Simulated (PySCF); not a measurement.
# CH6Ge: the cost of one run

The runs use PySCF 2.14.0, with density-fitted response routines of our own; the level of theory stands in each step. All values are computed, except where a source is named. Atoms are numbered from 0 throughout.

### Step 1. The starting structure

8 atoms, charge 0, multiplicity 1; geometry from: GFN2-xTB. The atoms were then displaced at random by about 0.03 Å, so the start is not that level's minimum.

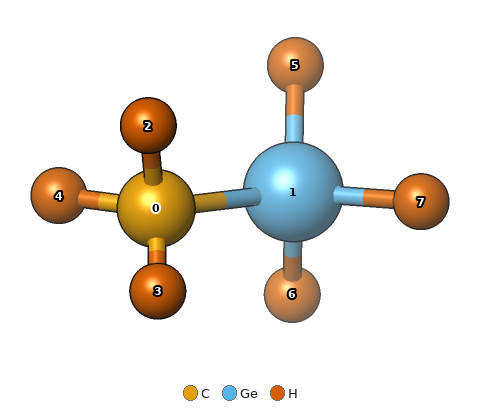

As it starts; carbon amber, germanium blue, hydrogen orange, atoms numbered; sticks join atoms by distance.

### Step 2. Optimising the geometry at PBE0-D3(BJ)/def2-SVP

Job settings and geometry (Å):

```
{"job": {"xc": "PBE0", "basis": "def2-SVP", "d3": "d3bj", "grid": 1, "shake": 0.03, "kind": "geom"}, "charge": 0, "multiplicity": 1}
C     -0.968500    -0.194490     0.027850
Ge     0.898120     0.095260    -0.030600
H     -1.544990     0.572570     0.688220
H     -1.194830    -1.119440     0.312300
H     -1.466870     0.039220    -0.999410
H      1.283550     1.509720    -0.438800
H      1.580540    -0.838100    -0.993530
H      1.569320    -0.131580     1.301140
```

On the command line:

```
$ OMP_NUM_THREADS=1 python probes_run.py task.json out
```

This one command runs all jobs of the session in turn.

Q: Estimate the wall time and peak memory of this first job on 1 thread of AMD EPYC 9R45, shared host.

About 4.5 s, with a peak of 0.31 GiB.
